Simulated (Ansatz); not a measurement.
**C2H9GeNSi: density, localisation and related maps**

Input

```
crystal:
  periodic: [false, false, false]
  atoms:
    - {symbol: C, position_ang: [-1.550203, 0.003942, 2.554039]}
    - {symbol: C, position_ang: [-0.723625, 0.565285, 1.674913]}
    - {symbol: Si, position_ang: [0.310288, -0.441143, 0.503547]}
    - {symbol: N, position_ang: [-0.026709, -0.046142, -1.135078]}
    - {symbol: Ge, position_ang: [1.165197, 0.163975, -2.517558]}
    - {symbol: H, position_ang: [-2.157270, 0.587501, 3.241213]}
    - {symbol: H, position_ang: [-1.652008, -1.076068, 2.625602]}
    - {symbol: H, position_ang: [-0.663402, 1.652533, 1.643215]}
    - {symbol: H, position_ang: [0.038217, -1.868707, 0.849427]}
    - {symbol: H, position_ang: [1.763336, -0.175584, 0.687955]}
    - {symbol: H, position_ang: [-0.993975, -0.087494, -1.422331]}
    - {symbol: H, position_ang: [2.511156, 0.552774, -1.893001]}
    - {symbol: H, position_ang: [0.642550, 1.274085, -3.446862]}
    - {symbol: H, position_ang: [1.323447, -1.134157, -3.336383]}
basis:
  gaussian: {orbitals: def2-TZVPP}
hamiltonian: {xc: pbe0, dispersion: d4}
output: {orbitals: {seedname: orbitals}}
```

Command:

```sh
ansatz run in.yaml --threads 2 --pin off --events-out ev --progress --plain --max-ram 32768MiB --backend cuda --devices 0, --max-vram 18GiB
```

Geometry: PBE0-D4/def2-TZVP.

Theory: RKS PBE0-D4/def2-TZVPP (Ansatz 0.2.0).

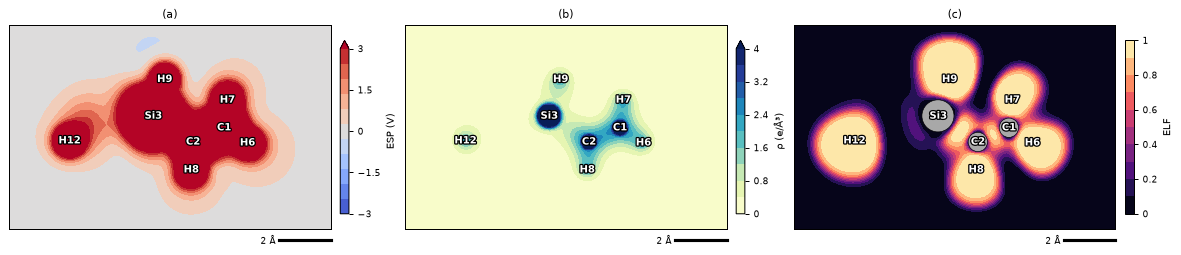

Figure 1. (a) electrostatic potential; (b) electron density; (c) electron localisation function on the plane of atoms H6, C1 and H7. Grey discs cover the atomic cores in the ELF map.

What does the map show?

The section cuts through C, Si and H sites. C–C (1.33 Å): ρ is about 2.4 e/Å³ halfway; the ELF peaks at about 0.95 between the atoms (a short, multiple covalent bond). C–Si (1.86 Å): ρ at the midpoint is about 1 e/Å³; the ELF peaks at about 0.95 between the atoms: a shared electron pair. C–H (1.09 Å): ρ at the midpoint is about 2 e/Å³; the ELF climbs to about 1 towards the hydrogen, as it does in any bond to H; an ordinary covalent bond to hydrogen. Si–H (1.49 Å): ρ is about 0.8 e/Å³ halfway; the ELF climbs to about 1 towards the hydrogen. The potential has no marked negative region in this plane.

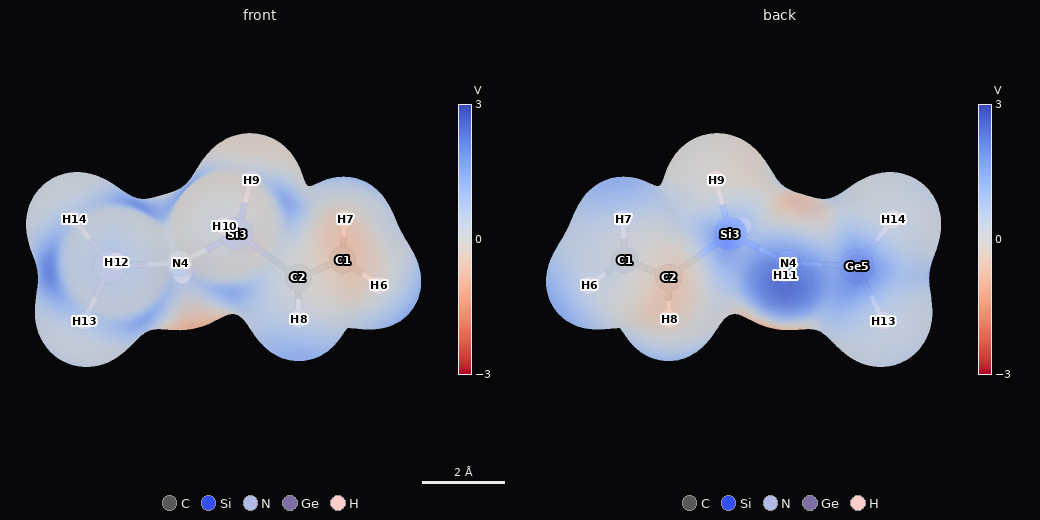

Figure 2. The molecular electrostatic potential painted on the density surface at 0.004 e/bohr³, seen from the front and from behind; the colour scale runs from red (negative) to blue (positive).

Where is the surface potential most negative and most positive?

The most negative region (about −0.8 V) lies over N4, the most positive (about +2.4 V) over H11.

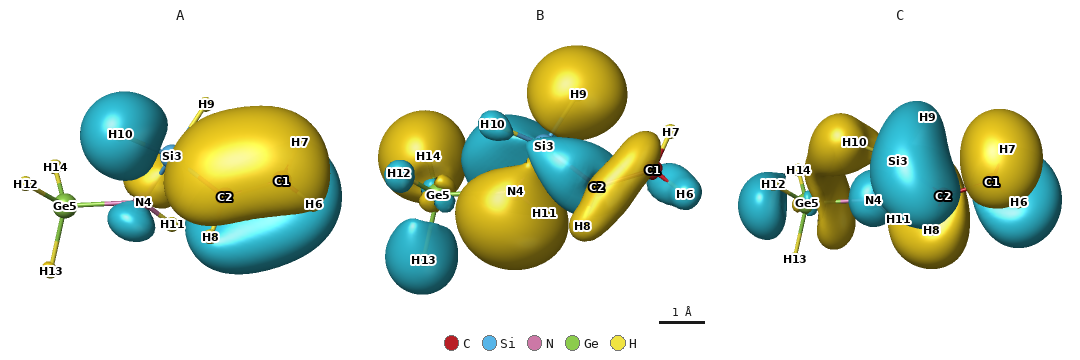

Figure 3. Three frontier orbitals at ±0.06 Å⁻³ᐟ² (yellow and cyan are the two phases), in no order.

Order the three orbitals by energy and name them.

A is the HOMO−1 (−8.03 eV). Its weight (Hirshfeld) is mainly on C1 (about 40 %) and C2 (about 40 %); π-bonding across C1–C2. B is the HOMO (−7.19 eV). By Hirshfeld shares it lies mainly on N4 (about 50 %), Si3 (about 10 %), Ge5 (about 10 %), H9 (about 5 %) and H14 (about 5 %). C is the LUMO (−0.58 eV). It lies mainly on C1 (about 30 %), C2 (about 25 %), Si3 (about 15 %) and Ge5 (about 5 %).

What is the HOMO–LUMO gap?

6.61 eV between the orbital energies.

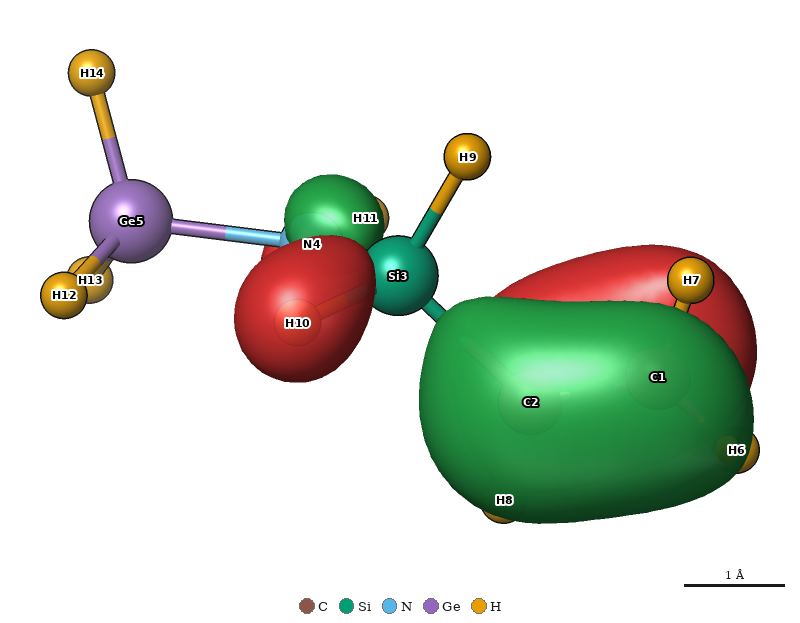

Figure 4. The HOMO−1 at ±0.1 Å⁻³ᐟ² (green and red are the two phases), seen at an oblique angle.

Describe this orbital and give its energy.

It lies mainly on C1 (about 40 %) and C2 (about 40 %); π-bonding across C1–C2. Its energy is −8.03 eV.
